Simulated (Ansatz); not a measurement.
Level of theory: PBE (plane waves to 420 eV, PAW; Ansatz, a first-principles code).

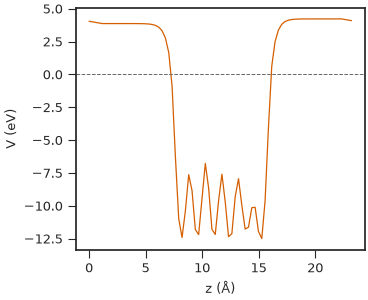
Fig. 1. Planar average of the electrostatic potential across the slab, in eV from the Fermi level, for a constructed model of the (100) surface of bcc Fe, ferromagnetic, a layer of Cr in place of the second plane (bottom of the slab: a bare face, its two planes held)

Slab: 6 atoms, 7.2 Å thick at the start (thin: gaps and levels are the slab's own); k 13x13x1, smearing 0.1 eV, dipole-corrected; 2 atoms held, the rest relaxed; start symmetry kept, larger cells not searched; spin-polarised, ending with about 11.2 μB a cell; orders that need a larger cell were not tried, no spin-orbit, no U. It is one candidate, not shown to be the stable structure of the face.

The vacuum level lies 4.23 eV above the Fermi level over the top face and 3.87 eV above it under the bottom face.
